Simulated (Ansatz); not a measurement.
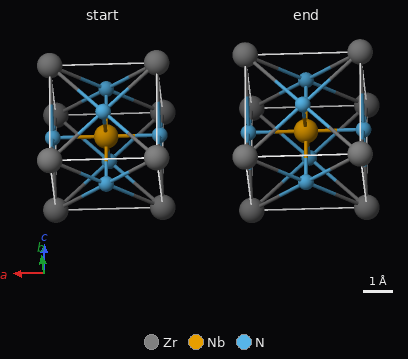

The structure of crystalline ZrNbN$_{3}$ (built on the cubic perovskite type) (coarse preliminary run) before (left) and after (right) a relaxation, at one scale.

A ball-and-stick model of the cell of the calculation, seen from a free direction.

Case: cubic perovskite type (Pm-3m, No. 221).

Theory: Ansatz, DFT r2SCAN, scalar-relativistic, plane waves, PAW. (plane-wave cutoff 500 eV; k-point mesh 6 × 6 × 6; occupations gaussian; smearing width 0.1 eV; no spin polarisation; cell and atoms relaxed; force threshold 0.04 eV/Å; at most 70 steps)

**Summarise the run.**

The energy falls by 500 meV per atom in 4 accepted moves (6 points after the start). All forces vanish by symmetry, so only the cell relaxes. Pressure: 77.19 GPa at the start and 0.01 GPa at the end. The SCF was repeated twice at an unchanged geometry on a basis and grid sized afresh for the cell, which shifted the energy by 2.3 meV per atom at most. The atoms keep their places relative to the cell (all moves are under 0.005 Å). The volume changes by +24.3 %, with a = b = c 3.696 → 3.973 Å (+7.5 %). Some distances before and after: Nb–Zr 3.201 → 3.441 Å, N–Zr 2.613 → 2.810 Å, N–Nb 1.848 → 1.987 Å. The space group stays Pm-3m (No. 221).
